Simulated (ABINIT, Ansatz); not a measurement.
# GePbS3 (Pm-3m): zone-centre phonons, part 3 of 4

Wanted: the vibrations of GePbS3 (Pm-3m) at Γ, by two programs.

ABINIT 10.8.3; DFT LDA, scalar-relativistic, plane waves, HGH norm-conserving pseudopotentials.

So far. Step 5 (Ground state): The cell stands at -0.58 GPa: the relaxation ran with a smoothed and higher cutoff, and the difference is a stress of the finite basis. Step 6 (Linear response at Γ): The acoustic modes at Γ come out as far as 3.4 cm⁻¹ from zero, where they should vanish, a small numerical error. The lowest optical mode is imaginary, 135i cm⁻¹, an instability at this level and on this k mesh. The relaxed cell has a = 4.675 Å (conventional setting).

The structure was built from a prototype and need not be the compound's stable phase.

## (7) Modes with the sum rule

anaddb reads the merged derivatives and imposes the acoustic sum rule.

anaddb.abi reads:

```
ddb_filepath "gamma_DDB"
output_file "anaddb.abo"
outdata_prefix "anaddb"
asr 1
chneut 1
enunit 2
eivec 1
nph1l 1
qph1l 0.0 0.0 0.0 1.0
```

mrgddb.in reads:

```
gamma_DDB
merged
2
dfpt_gammao_DDB
gso_DDB
```

Run with:

```
$ mrgddb < mrgddb.in > mrgddb.log
$ OMP_NUM_THREADS=1 anaddb anaddb.abi > anaddb.log
```

anaddb.abo, the main output file:

```text
-outvars_anaddb: echo values of input variables ----------------------

 Miscellaneous information :
      enunit         2
       eivec         1
         asr         1
 First list of wavevector (reduced coord.) :
       nph1l         1
       qph1l
                     0.00000000E+00  0.00000000E+00  0.00000000E+00    1.000E+00

================================================================================

 read the DDB information and perform some checks

  ==== Info on the Cryst% object ====
 Real(R)+Recip(G) space primitive vectors, cartesian coordinates (Bohr,Bohr^-1):
 R(1)=  8.8351474  0.0000000  0.0000000  G(1)=  0.1131843  0.0000000  0.0000000
 R(2)=  0.0000000  8.8351474  0.0000000  G(2)=  0.0000000  0.1131843  0.0000000
 R(3)=  0.0000000  0.0000000  8.8351474  G(3)=  0.0000000  0.0000000  0.1131843
 Unit cell volume ucvol=  6.8967010E+02 bohr^3
 Angles (23,13,12)=  9.00000000E+01  9.00000000E+01  9.00000000E+01 degrees
 Time-reversal symmetry is present
 Reduced atomic positions [iatom, xred, symbol]:
    1)    0.0000000  0.0000000  0.0000000  Pb
    2)    0.5000000  0.5000000  0.5000000  Ge
    3)    0.5000000  0.5000000  0.0000000   S
    4)    0.5000000  0.0000000  0.5000000   S
    5)    0.0000000  0.5000000  0.5000000   S

 DDB file with 3 blocks has been read.

================================================================================

 Treat the first list of vectors

  Phonon wavevector (reduced coordinates) :  0.00000  0.00000  0.00000
 Phonon energies in Hartree :
  -6.148834E-04 -6.148834E-04 -6.148834E-04 -4.565921E-04 -4.565921E-04
  -4.565921E-04 -1.332178E-04 -1.332178E-04 -1.332178E-04  0.000000E+00
   0.000000E+00  0.000000E+00  1.364033E-03  1.364033E-03  1.364033E-03
 Phonon energies in meV     :
- -1.673183E+01 -1.673183E+01 -1.673183E+01 -1.242450E+01 -1.242450E+01
- -1.242450E+01 -3.625040E+00 -3.625040E+00 -3.625040E+00  0.000000E+00
-  0.000000E+00  0.000000E+00  3.711723E+01  3.711723E+01  3.711723E+01
 Phonon frequencies in cm-1    :
- -1.349513E+02 -1.349513E+02 -1.349513E+02 -1.002104E+02 -1.002104E+02
- -1.002104E+02 -2.923792E+01 -2.923792E+01 -2.923792E+01  0.000000E+00
-  0.000000E+00  0.000000E+00  2.993706E+02  2.993706E+02  2.993706E+02
 Phonon frequencies in Thz     :
- -4.045738E+00 -4.045738E+00 -4.045738E+00 -3.004232E+00 -3.004232E+00
- -3.004232E+00 -8.765308E-01 -8.765308E-01 -8.765308E-01  0.000000E+00
-  0.000000E+00  0.000000E+00  8.974906E+00  8.974906E+00  8.974906E+00
 Phonon energies in Kelvin  :
- -1.941648E+02 -1.941648E+02 -1.941648E+02 -1.441804E+02 -1.441804E+02
- -1.441804E+02 -4.206684E+01 -4.206684E+01 -4.206684E+01  0.000000E+00
-  0.000000E+00  0.000000E+00  4.307275E+02  4.307275E+02  4.307275E+02

 Eigendisplacements
 (will be given, for each mode : in cartesian coordinates
   for each atom the real part of the displacement vector,
   then the imaginary part of the displacement vector - absolute values smaller than 1.0d-7 are set to zero)
  Mode number    1   Energy   -6.148834E-04
 Attention : low frequency mode.
   (Could be unstable or acoustic mode)
-  1  0.00000000E+00  0.00000000E+00 -5.73377713E-04
-     0.00000000E+00  0.00000000E+00  0.00000000E+00
-  2  0.00000000E+00  0.00000000E+00 -8.43357198E-04
-     0.00000000E+00  0.00000000E+00  0.00000000E+00
-  3  0.00000000E+00  0.00000000E+00  4.89578794E-04
-     0.00000000E+00  0.00000000E+00  0.00000000E+00
-  4  0.00000000E+00  0.00000000E+00  2.56254223E-03
-     0.00000000E+00  0.00000000E+00  0.00000000E+00
-  5  0.00000000E+00  0.00000000E+00  2.56254223E-03
-     0.00000000E+00  0.00000000E+00  0.00000000E+00
  Mode number    2   Energy   -6.148834E-04
 Attention : low frequency mode.
   (Could be unstable or acoustic mode)
-  1  0.00000000E+00 -5.73377713E-04  0.00000000E+00
-     0.00000000E+00  0.00000000E+00  0.00000000E+00
-  2  0.00000000E+00 -8.43357198E-04  0.00000000E+00
-     0.00000000E+00  0.00000000E+00  0.00000000E+00
-  3  0.00000000E+00  2.56254223E-03  0.00000000E+00
-     0.00000000E+00  0.00000000E+00  0.00000000E+00
-  4  0.00000000E+00  4.89578794E-04  0.00000000E+00
-     0.00000000E+00  0.00000000E+00  0.00000000E+00
-  5  0.00000000E+00  2.56254223E-03  0.00000000E+00
-     0.00000000E+00  0.00000000E+00  0.00000000E+00
  Mode number    3   Energy   -6.148834E-04
 Attention : low frequency mode.
   (Could be unstable or acoustic mode)
-  1  5.73377713E-04  0.00000000E+00  0.00000000E+00
-     0.00000000E+00  0.00000000E+00  0.00000000E+00
-  2  8.43357198E-04  0.00000000E+00  0.00000000E+00
-     0.00000000E+00  0.00000000E+00  0.00000000E+00
-  3 -2.56254223E-03  0.00000000E+00  0.00000000E+00
-     0.00000000E+00  0.00000000E+00  0.00000000E+00
-  4 -2.56254223E-03  0.00000000E+00  0.00000000E+00
-     0.00000000E+00  0.00000000E+00  0.00000000E+00
-  5 -4.89578794E-04  0.00000000E+00  0.00000000E+00
-     0.00000000E+00  0.00000000E+00  0.00000000E+00
  Mode number    4   Energy   -4.565921E-04
 Attention : low frequency mode.
   (Could be unstable or acoustic mode)
-  1  0.00000000E+00  0.00000000E+00  0.00000000E+00
-     0.00000000E+00  0.00000000E+00  0.00000000E+00
-  2  0.00000000E+00  0.00000000E+00  0.00000000E+00
-     0.00000000E+00  0.00000000E+00  0.00000000E+00
-  3  0.00000000E+00  0.00000000E+00  0.00000000E+00
-     0.00000000E+00  0.00000000E+00  0.00000000E+00
-  4  0.00000000E+00  0.00000000E+00  2.92470830E-03
-     0.00000000E+00  0.00000000E+00  0.00000000E+00
-  5  0.00000000E+00  0.00000000E+00 -2.92470830E-03
-     0.00000000E+00  0.00000000E+00  0.00000000E+00
  Mode number    5   Energy   -4.565921E-04
 Attention : low frequency mode.
   (Could be unstable or acoustic mode)
-  1  0.00000000E+00  0.00000000E+00  0.00000000E+00
-     0.00000000E+00  0.00000000E+00  0.00000000E+00
-  2  0.00000000E+00  0.00000000E+00  0.00000000E+00
-     0.00000000E+00  0.00000000E+00  0.00000000E+00
-  3  0.00000000E+00  2.92470830E-03  0.00000000E+00
-     0.00000000E+00  0.00000000E+00  0.00000000E+00
-  4  0.00000000E+00  0.00000000E+00  0.00000000E+00
-     0.00000000E+00  0.00000000E+00  0.00000000E+00
-  5  0.00000000E+00 -2.92470830E-03  0.00000000E+00
-     0.00000000E+00  0.00000000E+00  0.00000000E+00
  Mode number    6   Energy   -4.565921E-04
 Attention : low frequency mode.
   (Could be unstable or acoustic mode)
-  1  0.00000000E+00  0.00000000E+00  0.00000000E+00
-     0.00000000E+00  0.00000000E+00  0.00000000E+00
-  2  0.00000000E+00  0.00000000E+00  0.00000000E+00
-     0.00000000E+00  0.00000000E+00  0.00000000E+00
-  3  2.92470830E-03  0.00000000E+00  0.00000000E+00
-     0.00000000E+00  0.00000000E+00  0.00000000E+00
-  4 -2.92470830E-03  0.00000000E+00  0.00000000E+00
-     0.00000000E+00  0.00000000E+00  0.00000000E+00
-  5  0.00000000E+00  0.00000000E+00  0.00000000E+00
-     0.00000000E+00  0.00000000E+00  0.00000000E+00
  Mode number    7   Energy   -1.332178E-04
 Attention : low frequency mode.
   (Could be unstable or acoustic mode)
-  1  0.00000000E+00  0.00000000E+00 -9.26758105E-04
-     0.00000000E+00  0.00000000E+00  0.00000000E+00
-  2  0.00000000E+00  0.00000000E+00  2.12776960E-03
-     0.00000000E+00  0.00000000E+00  0.00000000E+00
-  3  0.00000000E+00  0.00000000E+00  1.14273291E-03
-     0.00000000E+00  0.00000000E+00  0.00000000E+00
-  4  0.00000000E+00  0.00000000E+00  1.37180441E-05
-     0.00000000E+00  0.00000000E+00  0.00000000E+00
-  5  0.00000000E+00  0.00000000E+00  1.37180441E-05
-     0.00000000E+00  0.00000000E+00  0.00000000E+00
  Mode number    8   Energy   -1.332178E-04
 Attention : low frequency mode.
   (Could be unstable or acoustic mode)
-  1  0.00000000E+00  9.26758105E-04  0.00000000E+00
-     0.00000000E+00  0.00000000E+00  0.00000000E+00
-  2  0.00000000E+00 -2.12776960E-03  0.00000000E+00
-     0.00000000E+00  0.00000000E+00  0.00000000E+00
-  3  0.00000000E+00 -1.37180441E-05  0.00000000E+00
-     0.00000000E+00  0.00000000E+00  0.00000000E+00
-  4  0.00000000E+00 -1.14273291E-03  0.00000000E+00
-     0.00000000E+00  0.00000000E+00  0.00000000E+00
-  5  0.00000000E+00 -1.37180441E-05  0.00000000E+00
-     0.00000000E+00  0.00000000E+00  0.00000000E+00
  Mode number    9   Energy   -1.332178E-04
 Attention : low frequency mode.
   (Could be unstable or acoustic mode)
-  1  9.26758105E-04  0.00000000E+00  0.00000000E+00
-     0.00000000E+00  0.00000000E+00  0.00000000E+00
-  2 -2.12776960E-03  0.00000000E+00  0.00000000E+00
-     0.00000000E+00  0.00000000E+00  0.00000000E+00
-  3 -1.37180441E-05  0.00000000E+00  0.00000000E+00
-     0.00000000E+00  0.00000000E+00  0.00000000E+00
-  4 -1.37180441E-05  0.00000000E+00  0.00000000E+00
-     0.00000000E+00  0.00000000E+00  0.00000000E+00
-  5 -1.14273291E-03  0.00000000E+00  0.00000000E+00
-     0.00000000E+00  0.00000000E+00  0.00000000E+00
  Mode number   10   Energy    0.000000E+00
 Attention : low frequency mode.
   (Could be unstable or acoustic mode)
-  1  0.00000000E+00  0.00000000E+00  1.20786431E-03
-     0.00000000E+00  0.00000000E+00  0.00000000E+00
-  2  0.00000000E+00  0.00000000E+00  1.20789294E-03
-     0.00000000E+00  0.00000000E+00  0.00000000E+00
-  3  0.00000000E+00  0.00000000E+00  1.20788479E-03
-     0.00000000E+00  0.00000000E+00  0.00000000E+00
-  4  0.00000000E+00  0.00000000E+00  1.20787476E-03
-     0.00000000E+00  0.00000000E+00  0.00000000E+00
-  5  0.00000000E+00  0.00000000E+00  1.20787476E-03
-     0.00000000E+00  0.00000000E+00  0.00000000E+00
  Mode number   11   Energy    0.000000E+00
 Attention : low frequency mode.
   (Could be unstable or acoustic mode)
-  1  0.00000000E+00  1.20786431E-03  0.00000000E+00
-     0.00000000E+00  0.00000000E+00  0.00000000E+00
-  2  0.00000000E+00  1.20789294E-03  0.00000000E+00
-     0.00000000E+00  0.00000000E+00  0.00000000E+00
-  3  0.00000000E+00  1.20787476E-03  0.00000000E+00
-     0.00000000E+00  0.00000000E+00  0.00000000E+00
-  4  0.00000000E+00  1.20788479E-03  0.00000000E+00
-     0.00000000E+00  0.00000000E+00  0.00000000E+00
-  5  0.00000000E+00  1.20787476E-03  0.00000000E+00
-     0.00000000E+00  0.00000000E+00  0.00000000E+00
  Mode number   12   Energy    0.000000E+00
 Attention : low frequency mode.
   (Could be unstable or acoustic mode)
-  1  1.20786431E-03  0.00000000E+00  0.00000000E+00
-     0.00000000E+00  0.00000000E+00  0.00000000E+00
-  2  1.20789294E-03  0.00000000E+00  0.00000000E+00
-     0.00000000E+00  0.00000000E+00  0.00000000E+00
-  3  1.20787476E-03  0.00000000E+00  0.00000000E+00
-     0.00000000E+00  0.00000000E+00  0.00000000E+00
-  4  1.20787476E-03  0.00000000E+00  0.00000000E+00
-     0.00000000E+00  0.00000000E+00  0.00000000E+00
-  5  1.20788479E-03  0.00000000E+00  0.00000000E+00
-     0.00000000E+00  0.00000000E+00  0.00000000E+00
  Mode number   13   Energy    1.364033E-03
-  1  0.00000000E+00  0.00000000E+00  3.17433886E-05
-     0.00000000E+00  0.00000000E+00  0.00000000E+00
-  2  0.00000000E+00  0.00000000E+00  9.26010945E-04
-     0.00000000E+00  0.00000000E+00  0.00000000E+00
-  3  0.00000000E+00  0.00000000E+00 -3.75543948E-03
-     0.00000000E+00  0.00000000E+00  0.00000000E+00
-  4  0.00000000E+00  0.00000000E+00  7.26736768E-04
-     0.00000000E+00  0.00000000E+00  0.00000000E+00
-  5  0.00000000E+00  0.00000000E+00  7.26736768E-04
-     0.00000000E+00  0.00000000E+00  0.00000000E+00
  Mode number   14   Energy    1.364033E-03
-  1  0.00000000E+00  3.17433886E-05  0.00000000E+00
-     0.00000000E+00  0.00000000E+00  0.00000000E+00
-  2  0.00000000E+00  9.26010945E-04  0.00000000E+00
-     0.00000000E+00  0.00000000E+00  0.00000000E+00
-  3  0.00000000E+00  7.26736768E-04  0.00000000E+00
-     0.00000000E+00  0.00000000E+00  0.00000000E+00
-  4  0.00000000E+00 -3.75543948E-03  0.00000000E+00
-     0.00000000E+00  0.00000000E+00  0.00000000E+00
-  5  0.00000000E+00  7.26736768E-04  0.00000000E+00
-     0.00000000E+00  0.00000000E+00  0.00000000E+00
  Mode number   15   Energy    1.364033E-03
-  1  3.17433886E-05  0.00000000E+00  0.00000000E+00
-     0.00000000E+00  0.00000000E+00  0.00000000E+00
-  2  9.26010945E-04  0.00000000E+00  0.00000000E+00
-     0.00000000E+00  0.00000000E+00  0.00000000E+00
-  3  7.26736768E-04  0.00000000E+00  0.00000000E+00
-     0.00000000E+00  0.00000000E+00  0.00000000E+00
-  4  7.26736768E-04  0.00000000E+00  0.00000000E+00
-     0.00000000E+00  0.00000000E+00  0.00000000E+00
-  5 -3.75543948E-03  0.00000000E+00  0.00000000E+00
-     0.00000000E+00  0.00000000E+00  0.00000000E+00

 Analysis of degeneracies and characters (maximum tolerance=1.00E-06 a.u.)
 For each vibration mode, or group of modes if degenerate,
 the characters are given for each symmetry operation (see the list in the log file).
 Symmetry characters of vibration mode #   1
       degenerate with vibration modes #   2 to    3
  3.0 -3.0 -1.0  1.0 -1.0  1.0 -1.0  1.0  1.0 -1.0 -1.0  1.0  1.0 -1.0 -1.0  1.0
 -0.0  0.0 -0.0  0.0  0.0 -0.0  0.0 -0.0  1.0 -1.0 -1.0  1.0 -1.0  1.0  1.0 -1.0
 -0.0  0.0  0.0 -0.0  0.0 -0.0 -0.0  0.0  1.0 -1.0  1.0 -1.0 -1.0  1.0 -1.0  1.0
 Symmetry characters of vibration mode #   4
       degenerate with vibration modes #   5 to    6
  3.0 -3.0 -1.0  1.0 -1.0  1.0 -1.0  1.0 -1.0  1.0  1.0 -1.0 -1.0  1.0  1.0 -1.0
  0.0 -0.0  0.0 -0.0 -0.0  0.0 -0.0  0.0 -1.0  1.0  1.0 -1.0  1.0 -1.0 -1.0  1.0
  0.0 -0.0 -0.0  0.0 -0.0  0.0  0.0 -0.0 -1.0  1.0 -1.0  1.0  1.0 -1.0  1.0 -1.0
 Symmetry characters of vibration mode #   7
       degenerate with vibration modes #   8 to    9
  3.0 -3.0 -1.0  1.0 -1.0  1.0 -1.0  1.0  1.0 -1.0 -1.0  1.0  1.0 -1.0 -1.0  1.0
 -0.0  0.0 -0.0  0.0  0.0 -0.0  0.0 -0.0  1.0 -1.0 -1.0  1.0 -1.0  1.0  1.0 -1.0
 -0.0  0.0  0.0 -0.0  0.0 -0.0 -0.0  0.0  1.0 -1.0  1.0 -1.0 -1.0  1.0 -1.0  1.0
 Symmetry characters of vibration mode #  10
       degenerate with vibration modes #  11 to   12
  3.0 -3.0 -1.0  1.0 -1.0  1.0 -1.0  1.0  1.0 -1.0 -1.0  1.0  1.0 -1.0 -1.0  1.0
 -0.0  0.0 -0.0  0.0  0.0 -0.0  0.0 -0.0  1.0 -1.0 -1.0  1.0 -1.0  1.0  1.0 -1.0
 -0.0  0.0  0.0 -0.0  0.0 -0.0 -0.0  0.0  1.0 -1.0  1.0 -1.0 -1.0  1.0 -1.0  1.0
 Symmetry characters of vibration mode #  13
       degenerate with vibration modes #  14 to   15
  3.0 -3.0 -1.0  1.0 -1.0  1.0 -1.0  1.0  1.0 -1.0 -1.0  1.0  1.0 -1.0 -1.0  1.0
 -0.0  0.0 -0.0  0.0  0.0 -0.0  0.0 -0.0  1.0 -1.0 -1.0  1.0 -1.0  1.0  1.0 -1.0
 -0.0  0.0  0.0 -0.0  0.0 -0.0 -0.0  0.0  1.0 -1.0  1.0 -1.0 -1.0  1.0 -1.0  1.0
-
```

The job ended after 0.5 s (1 thread of Arm Neoverse V1, shared host).

Numbers from this step:

```
lowest optical zone-centre mode : -134.9 cm⁻¹
```

No LO-TO term; unit eigenvectors of the mass-weighted matrix, from anaddb's displacements. Modes at Γ, with each element's share of the kinetic energy (negative means imaginary):

| mode | frequency (cm⁻¹) | symmetry | Pb % | Ge % | S % |
| --- | --- | --- | --- | --- | --- |
| 1 | -135.0 | T1u | 12 | 9 | 78 |
| 2 | -135.0 | T1u | 12 | 9 | 78 |
| 3 | -135.0 | T1u | 12 | 9 | 78 |
| 4 | -100.2 | T2u | 0 | 0 | 100 |
| 5 | -100.2 | T2u | 0 | 0 | 100 |
| 6 | -100.2 | T2u | 0 | 0 | 100 |
| 7 | -29.2 | T1u | 32 | 60 | 8 |
| 8 | -29.2 | T1u | 32 | 60 | 8 |
| 9 | -29.2 | T1u | 32 | 60 | 8 |
| 10 | 0.0 | acoustic | 55 | 19 | 26 |
| 11 | 0.0 | acoustic | 55 | 19 | 26 |
| 12 | 0.0 | acoustic | 55 | 19 | 26 |
| 13 | 299.4 | T1u | 0 | 11 | 89 |
| 14 | 299.4 | T1u | 0 | 11 | 89 |
| 15 | 299.4 | T1u | 0 | 11 | 89 |

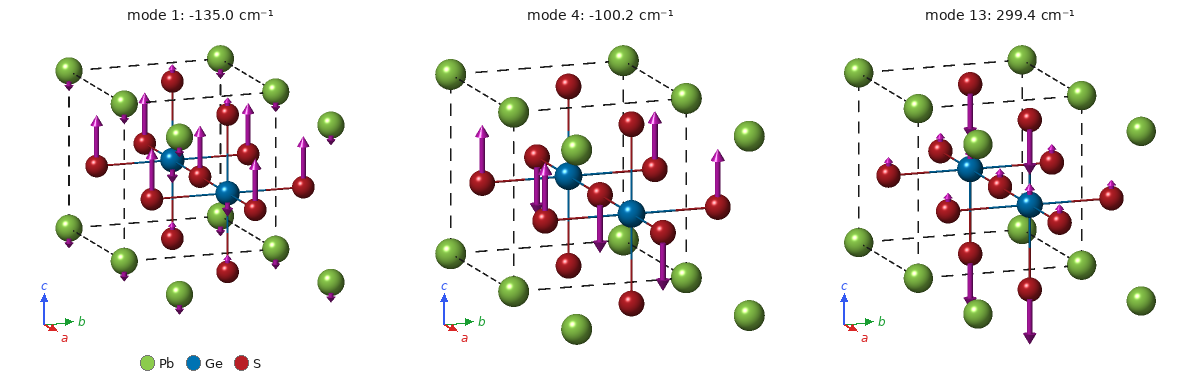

Displacement patterns of modes 1, 4 and 13 at Γ; arrows are exaggerated. 2×1×1 cells are drawn. Some periodic images of atoms are drawn too.

The rule moves no optical mode by more than 0.3 cm⁻¹.

[end of part 3 of 4]

[Host names and launcher messages were left out of these logs when they were recorded.]

[Logs are printed without paths, hosts, clocks, repeated set-up lines and the standing remarks that a program may print on its own settings, such as how far it seeks lower states.]

[Hosts, paths, dates, database ids (printed as entryN), source tags and the programs' standing remarks are cut or masked in the printed files.]
